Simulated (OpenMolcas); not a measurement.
```
&GATEWAY
Basis set
Eu.ANO-RCC-VDZP.
Eu1 0.0 0.0 0.0 Angstrom
End of basis
Basis set
F.ANO-RCC-VDZP.
L1 2.229000 0.000000 0.000000 Angstrom
L2 0.000000 2.229000 0.000000 Angstrom
L3 0.000000 0.000000 2.229000 Angstrom
End of basis
Basis set
Na.EMB-AIMP.Ruiperez.7s4p.1s1p.ECP.Cs2NaYF6.
PseudoCharge
* 3 symmetry-unique lattice sites within 7.6 angstrom
End of basis
Basis set
Cs.EMB-AIMP.Ruiperez.0s.0s.ECP.Cs2NaYF6.
PseudoCharge
* 16 symmetry-unique lattice sites within 7.6 angstrom
End of basis
Basis set
F.EMB-AIMP.Ruiperez.0s.0s.ECP.Cs2NaYF6.
PseudoCharge
* 27 symmetry-unique lattice sites within 7.6 angstrom
End of basis
Basis set
Y.EMB-AIMP.Ruiperez.0s.0s.ECP.Cs2NaYF6.
PseudoCharge
* 6 symmetry-unique lattice sites within 7.6 angstrom
End of basis
Symmetry
XYZ
AngMom=0.0 0.0 0.0
AMFI
RICD
XField
1537 Angstrom 0
* Evjen-weighted lattice charges
&SEWARD
&RASSCF
FileOrb=start.orb
Symmetry=1
Spin=7
nActEl=6 0 0
Inactive=30 27
Ras2=0 7
CIRoot=7 7 1
SDav=7
CIMx=300
Iter=150 100
PrWF=0.3
OrbListing=Nothing
MaxOrb=0
LevShft=1.0
>>> COPY $Project.JobIph JOB001
&RASSCF
FileOrb=start.orb
Symmetry=1
Spin=5
nActEl=6 0 0
Inactive=30 27
Ras2=0 7
CIRoot=140 140 1
SDav=140
CIMx=300
Iter=150 100
PrWF=0.3
OrbListing=Nothing
MaxOrb=0
CIOnly
LevShft=1.0
>>> COPY $Project.JobIph JOB002
&RASSCF
FileOrb=start.orb
Symmetry=1
Spin=3
nActEl=6 0 0
Inactive=30 27
Ras2=0 7
CIRoot=162 162 1
SDav=588
CIMx=300
Iter=150 100
PrWF=0.3
OrbListing=Nothing
MaxOrb=0
CIOnly
LevShft=1.0
>>> COPY $Project.JobIph JOB003
&RASSI
NrOfJobIphs=3 7 77 3
1 2 3 4 5 6 7
1 2 3 4 5 6 7 8 9 10 11 12 13 14 15 16 17 18 19 20 21 22 23 24 25 26 27
28 29 30 31 32 33 34 35 36 37 38 39 40 41 42 43 44 45 46 47 48 49 50 51
52 53 54 55 56 57 58 59 60 61 62 63 64 65 66 67 68 69 70 71 72 73 74 75
76 77
1 2 3
IphNames
JOB001
JOB002
JOB003
EJob
SpinOrbit
DIPRint=1.0
SOCoupling=1000.0
Subsets=2
Property=9
'ANGMOM' 1 'ANGMOM' 2 'ANGMOM' 3 'MLTPL  1' 1 'MLTPL  1' 2 'MLTPL  1' 3
'AMFI' 1 'AMFI' 2 'AMFI' 3
SOProperty=3
'ANGMOM' 1 'ANGMOM' 2 'ANGMOM' 3
```

Run as:
```bash
OMP_NUM_THREADS=1 MOLCAS_MEM=2457 MOLCAS_PROJECT=a pymolcas a.inp > a.log  # once for each step of the input, in one work folder
```

The calculation used state-averaged CASSCF, active space 6 electrons in the shell 4f, basis ANO-RCC-VDZP on all atoms, DKH2 scalar Hamiltonian, spin-orbit coupling by RASSI with atomic mean-field integrals (OpenMolcas). Powder susceptibility by Van Vleck's formula.

Eu³⁺ (4f⁶) as a dopant in Cs₂NaYF₆, a cluster with its 6 nearest F⁻ at 2.229 Å (octahedron) embedded in model potentials and point charges; the geometry was set, not optimised. The cluster and the levels that result:

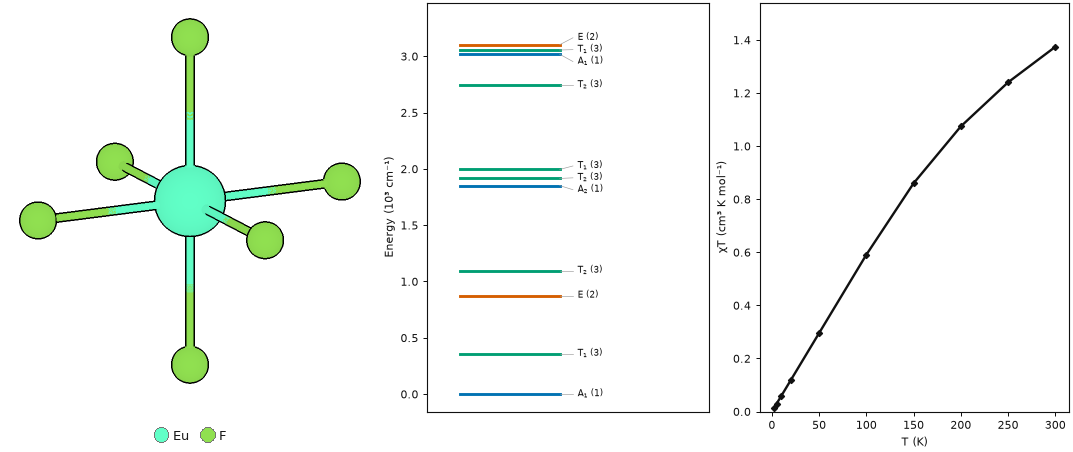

Labels give the representation in O, Td, D4 or D3 as the site allows (double group for half-integer spin) where it could be assigned and, in brackets, the degeneracy; spin-free states, where drawn, share the zero of the spin-orbit levels.

The ground level is A₁, non-degenerate, 95 % from states of spin multiplicity 7. The next level lies at 358 cm⁻¹ (T₁). χT is 0.0118 cm³ K mol⁻¹ at 2 K and 1.37 at 300 K, an effective moment of 3.32 μB. The active orbitals hold 99 to 100 % metal character (Löwdin), and the Mulliken charge of the metal is +2.65.

Note: high states of lower spin left out of the spin-orbit mixing; the geometry is set by hand, with no relaxation and no charge compensation; spin-free states above about 46,000 cm⁻¹ are left out of the spin-orbit step.
